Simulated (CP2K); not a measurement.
**CH2FO (SMILES [O]CF) at GFN2-xTB**

Aim: the vertical ionisation energy of CH2FO at GFN2-xTB, from 2 runs. 

The results are computed with CP2K 2026.2.

4 further runs of the same task are left out: 1 that didn't finish, 3 set aside as unsound or not needed.

### 1 The molecule

CH2FO: 5 atoms, total charge 0, spin state doublet. As SMILES, `[O]CF`. Geometry: relaxed at PBE0-D4/def2-TZVP.

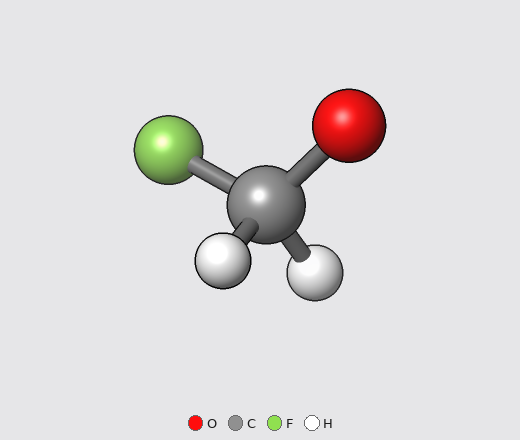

The structure, seen from a chosen angle (oxygen red, carbon grey, fluorine green, hydrogen white).

### 2 Energy and forces at GFN2-xTB

molecule.xyz

```xyz
5

O     -1.122700     0.202700     0.610000
C     -0.009600    -0.012300    -0.033000
F      1.105500    -0.174700     0.757200
H     -0.112900    -0.924800    -0.655200
H      0.189500     0.835500    -0.720300
```

gas.inp

```
&GLOBAL
  PROJECT_NAME gas
  RUN_TYPE ENERGY_FORCE
  PRINT_LEVEL MEDIUM
&END

&FORCE_EVAL
  METHOD QS
  &DFT
    MULTIPLICITY 2
    UKS T
    &QS
      METHOD XTB
      EPS_DEFAULT 1.0E-10
      &XTB
        GFN_TYPE TBLITE
        &TBLITE
          METHOD GFN2
        &END
        CHECK_ATOMIC_CHARGES F
      &END
    &END
    &POISSON
      PERIODIC NONE
      POISSON_SOLVER ANALYTIC
    &END
    &SCF
      SCF_GUESS ATOMIC
      EPS_SCF 1.0E-07
      MAX_SCF 150
      ADDED_MOS 2
      &DIAGONALIZATION
        ALGORITHM STANDARD
      &END
      &MIXING
        METHOD DIRECT_P_MIXING
        ALPHA 0.4
      &END
      &SMEAR ON
        METHOD FERMI_DIRAC
        ELECTRONIC_TEMPERATURE [K] 300
      &END
    &END
    &PRINT
      &MOMENTS
        PERIODIC F
        REFERENCE COM
        MAX_MOMENT 1
      &END
      &MO ON
        ENERGIES T
        OCCUPATION_NUMBERS T
        NDIGITS 6
        &EACH
          QS_SCF 0
        &END
        ADD_LAST NUMERIC
      &END
      &HIRSHFELD OFF
      &END
    &END
  &END
  &SUBSYS
    &CELL
      ABC 10.2 9.8 9.5
      PERIODIC NONE
    &END
    &TOPOLOGY
      COORD_FILE_NAME molecule.xyz
      COORD_FILE_FORMAT XYZ
      &CENTER_COORDINATES
      &END
    &END
  &END
  &PRINT
    &FORCES ON
    &END
  &END
&END
```

Started as:

```
$ OMP_NUM_THREADS=1 cp2k.psmp -i gas.inp -o gas.out
```

Log, cut to the lines that bear on the results:

```text
CP2K| version string:                                       CP2K version 2026.2
[...]
 GLOBAL| Method name                                                        CP2K
[...]
 GLOBAL| Run type                                                   ENERGY_FORCE
[...]
                             - Atoms:                                          5
[...]
                             - Spherical basis functions:                     14
[...]
 Number of electrons:                                                         10
[...]
  *** SCF run converged in    14 steps ***
[...]
  Fermi energy:                                                -0.44064579157528
[...]
 TB_DIPOLE| Moment [Debye]          0.53630322      -0.19027539      -2.65876956
 TB_DIPOLE| Derivative [a.u.]       0.00000000       0.00000000       0.00000000
[...]
 ENERGY| Total FORCE_EVAL ( QS ) energy [hartree]            -11.866715407860585
 FORCES| Atomic forces [hartree/bohr]
 FORCES|   Atom     x               y               z               |f|
 FORCES|      1  1.94189371E-02 -3.63639718E-03 -8.16857112E-03   2.13785887E-02
 FORCES|      2 -3.06065099E-02  6.01375812E-03  1.91311100E-02   3.65912982E-02
 FORCES|      3  3.34176650E-05 -1.17723399E-04 -3.15269423E-03   3.15506837E-03
 FORCES|      4  5.29725758E-03 -2.76080748E-03 -3.86725181E-03   7.11608266E-03
 FORCES|      5  5.85689758E-03  5.01169942E-04 -3.94259282E-03   7.07802647E-03
 FORCES| Sum     1.53523028E-16  1.07336015E-17 -1.23165367E-16
 FORCES| Total atomic force                                       1.97114783E-16
[...]
```

Wall time 0.2 s (1 thread of Arm Neoverse V2, shared host).

### 3 The singlet cation

molecule.xyz is that of step 2.

gas.inp

```
&FORCE_EVAL
    METHOD Quickstep
    &DFT
        CHARGE 1
        &QS
            METHOD XTB
            EPS_DEFAULT 1.0E-10
            &XTB
                GFN_TYPE TBLITE
                &TBLITE
                    METHOD GFN2
                &END
                CHECK_ATOMIC_CHARGES F
            &END
        &END
        &POISSON
            PERIODIC NONE
            POISSON_SOLVER ANALYTIC
        &END
        &SCF
            SCF_GUESS ATOMIC
            EPS_SCF 1.0E-07
            MAX_SCF 150
            ADDED_MOS 8
            &DIAGONALIZATION
                ALGORITHM STANDARD
            &END
            &MIXING
                METHOD DIRECT_P_MIXING
                ALPHA 0.4
            &END
            &SMEAR ON
                METHOD FERMI_DIRAC
                ELECTRONIC_TEMPERATURE [K] 300
            &END
        &END
        &PRINT
            &MOMENTS
                PERIODIC F
                REFERENCE COM
                MAX_MOMENT 1
            &END
            &MO ON
                ENERGIES T
                OCCUPATION_NUMBERS T
                NDIGITS 6
                &EACH
                    QS_SCF 0
                &END
                ADD_LAST NUMERIC
            &END
            &HIRSHFELD OFF
            &END
        &END
    &END
    &SUBSYS
        &CELL
            ABC 10.2 9.8 9.5
            PERIODIC NONE
        &END
        &TOPOLOGY
            COORD_FILE_NAME molecule.xyz
            COORD_FILE_FORMAT XYZ
            &CENTER_COORDINATES
            &END
        &END
    &END
    &PRINT
        &FORCES ON
        &END
    &END
&END

&GLOBAL
    PROJECT gas
    RUN_TYPE ENERGY_FORCE
    PRINT_LEVEL MEDIUM
&END
```

Started as:

```
$ OMP_NUM_THREADS=1 cp2k.psmp -i gas.inp -o gas.out
```

Log, cut to the lines that bear on the results:

```text
CP2K| version string:                                       CP2K version 2026.2
[...]
 GLOBAL| Method name                                                        CP2K
[...]
 GLOBAL| Run type                                                   ENERGY_FORCE
[...]
                             - Atoms:                                          5
[...]
                             - Spherical basis functions:                     14
[...]
 Number of electrons:                                                         18
[...]
  *** SCF run converged in    16 steps ***
[...]
  Fermi energy:                                                -0.76393339587575
[...]
 TB_DIPOLE| Moment [Debye]         -0.25835278      -0.13016903      -4.73682636
 TB_DIPOLE| Derivative [a.u.]       0.00000000       0.00000000       0.00000000
[...]
 ENERGY| Total FORCE_EVAL ( QS ) energy [hartree]            -11.269305969537809
 FORCES| Atomic forces [hartree/bohr]
 FORCES|   Atom     x               y               z               |f|
 FORCES|      1  6.29535693E-02 -1.22951431E-02 -4.00905858E-02   7.56411099E-02
 FORCES|      2 -5.26591319E-02  1.27144870E-02  9.79652024E-02   1.11945626E-01
 FORCES|      3 -1.74541291E-02  2.31413735E-03 -1.86096929E-02   2.56187924E-02
 FORCES|      4  2.49412737E-03 -7.69563509E-03 -1.94209251E-02   2.10384363E-02
 FORCES|      5  4.66556429E-03  4.96215377E-03 -1.98439986E-02   2.09803418E-02
 FORCES| Sum     1.33573708E-16  3.72965547E-17  1.14491749E-16
 FORCES| Total atomic force                                       1.79836951E-16
[...]
```

It took 0.2 s on 1 thread of Arm Neoverse V2, shared host.

### 4 What came out

At GFN2-xTB:

| quantity | value |
| --- | --- |
| doublet CH2FO: total energy | -11.86672 Eh |
| doublet CH2FO: dipole moment (from atomic charges alone) | 2.72 D |
| doublet CH2FO: HOMO energy (highest over α and β) | -12.38 eV |
| doublet CH2FO: LUMO energy (lowest over α and β) | -11.60 eV |
| doublet CH2FO: largest force on an atom | 1.882 eV/Å |
| singlet cation: total energy | -11.26931 Eh |
| singlet cation: HOMO energy | -21.40 eV |
| singlet cation: LUMO energy | -20.18 eV |
| singlet cation: HOMO–LUMO gap | 1.22 eV |
| singlet cation: largest force on an atom | 5.756 eV/Å |
| vertical ionisation energy (to the singlet cation) | 16.256 eV |

**Reading.** The vertical ionisation energy comes to 16.26 eV (1568 kJ/mol). The largest force (doublet CH2FO) is 1.88 eV/Å: the shape isn't a stationary point for this species at this level. Only the singlet of the ionised species was computed; a triplet could lie lower. xTB total energies overstate such differences by several eV unless an empirical shift is taken off; none is applied here. The dipole (doublet CH2FO) comes from point charges on the atoms alone, without atomic dipoles, so it is partial.
